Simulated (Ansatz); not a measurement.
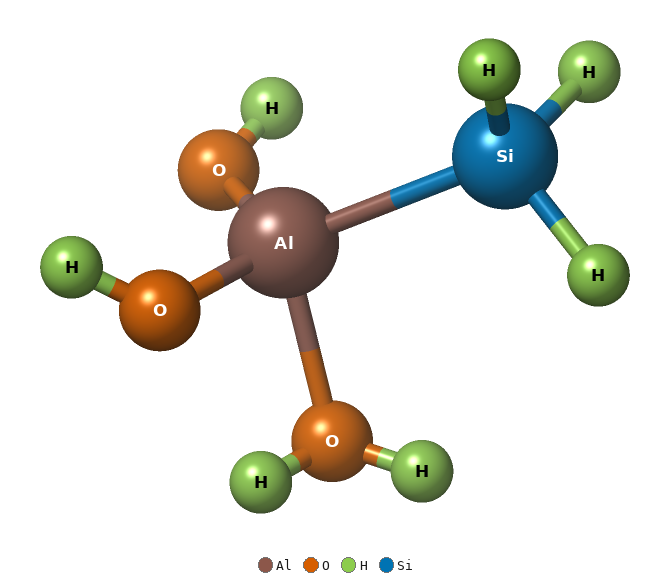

Rendered structure (ball-and-stick style).

The computed structure is the end point of a PBE0-D4/def2-TZVP optimisation.

Describe the molecule.

It has 12 atoms: 1 aluminium, 7 hydrogen, 3 oxygen and 1 silicon (AlH₇O₃Si). This geometry has C1 symmetry. Coordination, clear cases only: 1 O trigonal pyramidal; 2 O bent; 1 Si tetrahedral.

The parts below concern this one geometry. Atoms keep their numbers from picture to picture.

Electronic properties

Properties computed with RKS PBE0-D4/def2-TZVPP (Ansatz 0.2.0).

What does the calculation give?

- HOMO energy (Kohn–Sham orbital): −7.15 eV
- LUMO energy (Kohn–Sham orbital): −0.26 eV
- HOMO–LUMO gap: 6.89 eV
- dispersion correction: −19.1 kJ/mol

Dipole moment

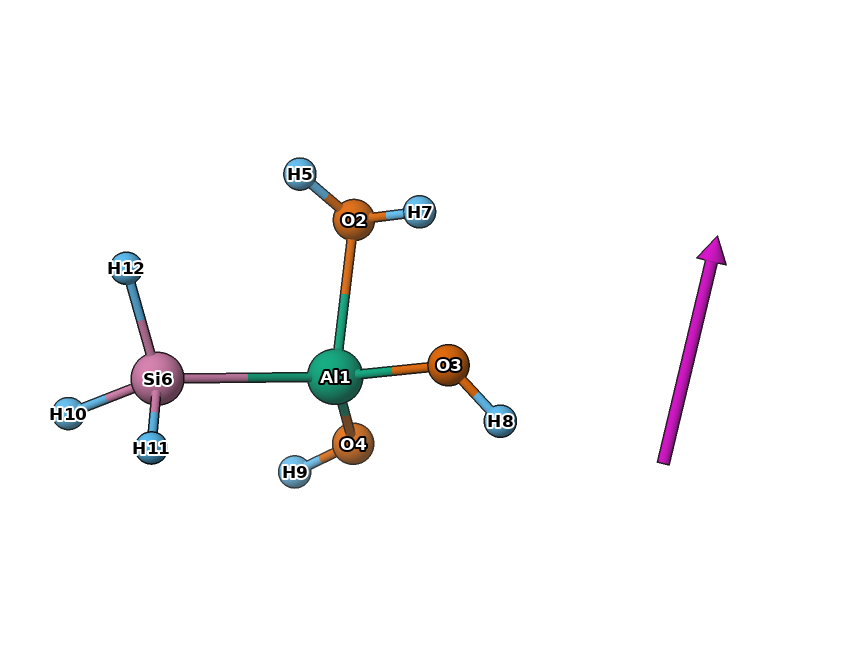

The arrow beside the molecule shows the direction of the dipole moment, from the negative to the positive end (its length means nothing). Method: RKS PBE0-D4/def2-TZVP (Ansatz 0.2.0).

Question: Estimate the dipole moment.

Answer: 2.50 D; it points from the side of H11 to the side of H5, H7 (the outermost atoms at the two ends).

Charges

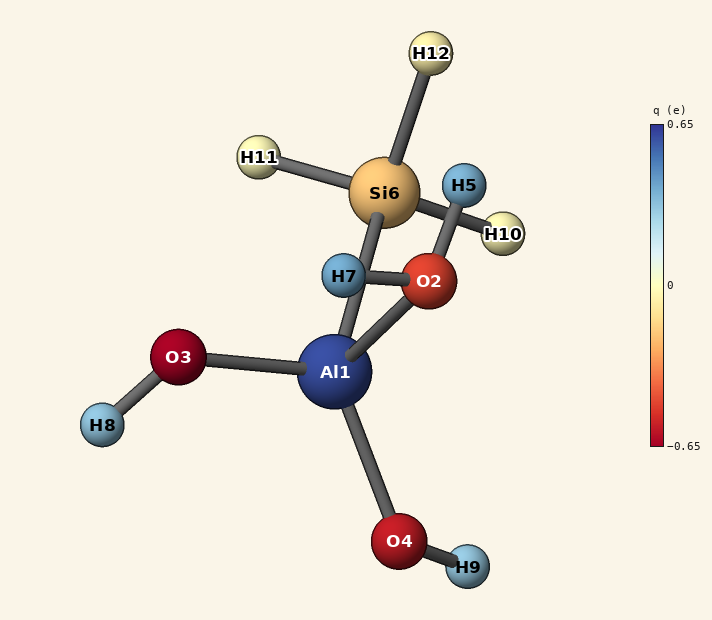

Atoms are coloured by their Mulliken charges. Properties computed with RKS PBE0-D4/def2-TZVP (Ansatz 0.2.0).

List the Mulliken charges.

```csv
atom,value (e)
Al1,0.60
O2,−0.48
O3,−0.64
O4,−0.57
H5,0.36
Si6,−0.19
H7,0.38
H8,0.32
H9,0.31
H10,−0.03
H11,−0.02
H12,−0.05
```

Mulliken values depend strongly on the basis set and can even reverse the polarity of a bond.
